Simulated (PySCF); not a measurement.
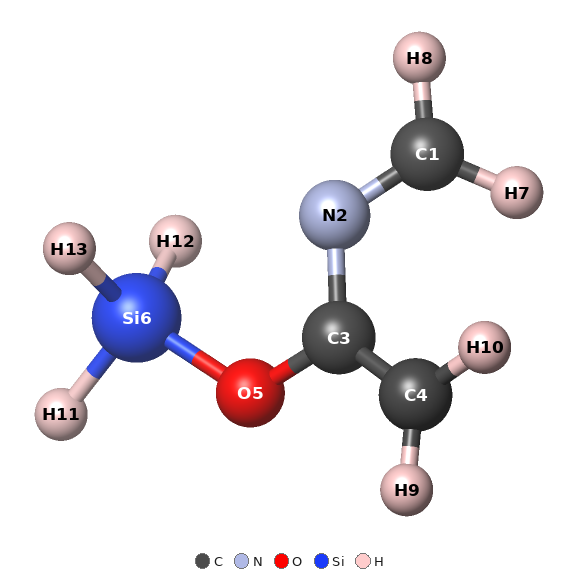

The computed structure is the end point of a PBE0-D3(BJ)/def2-SVP optimisation. No frequency run is at hand to confirm it as a minimum. Electric field gradients from the ground-state density, PBE0/cc-pVTZ (PySCF 2.14.0), non-relativistic apart from any core potentials.

Give the largest field-gradient component, the quadrupole coupling constant and the asymmetry for 14N at N2 (Q = 20.44 mb), 17O at O5 (Q = −25.6 mb), 2H at H7 (Q = 2.86 mb), 2H at H8 (Q = 2.86 mb).

```json
{"atom": "N2", "V_zz (a.u.)": "−0.982", "e²qQ/h (MHz)": "−4.72", "η": "0.46"}
{"atom": "O5", "V_zz (a.u.)": "1.494", "e²qQ/h (MHz)": "−8.99", "η": "0.22"}
{"atom": "H7", "V_zz (a.u.)": "0.259", "e²qQ/h (MHz)": "0.174", "η": "0.04"}
{"atom": "H8", "V_zz (a.u.)": "0.271", "e²qQ/h (MHz)": "0.182", "η": "0.04"}
```
